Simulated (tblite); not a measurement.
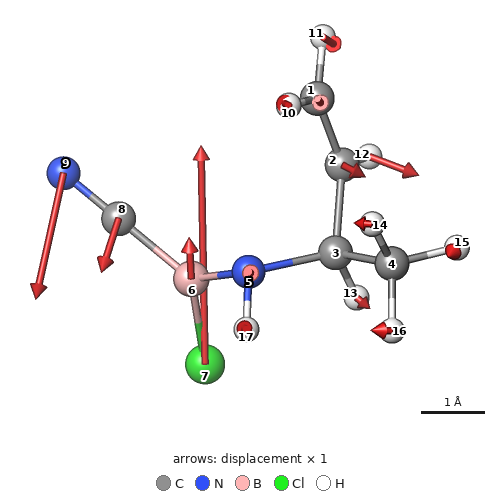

A relaxation of C5H8BClN2 (charge +1, multiplicity 2). The starting structure is drawn; red arrows show the displacements, at their true length. The two geometries are superimposed by the best rigid fit.

A ball-and-stick model, seen at a tilt.

All numbers below come from GFN2-xTB geometry optimisation, gas phase (tblite). 

> What happened in the run?

The energy falls by 1.489 eV in 205 geometry steps. The atom that moves furthest after the best rigid fit is Cl7 (3.57 Å). Largest moves by element: Cl 3.57 Å, N 2.17 Å, C 1.00 Å, H 0.90 Å, B 0.70 Å. Among the contacts that change: C1–Cl7 5.139 → 2.407 Å, N5–B6 1.540 → 1.375 Å, B6–Cl7 1.840 → 1.752 Å, C4–H16 1.129 → 1.087 Å. Bond angles that change, for instance: C3–N5–B6 112.1° → 130.8°, B6–N5–H17 106.3° → 118.1°, Cl7–B6–C8 120.1° → 116.4°.
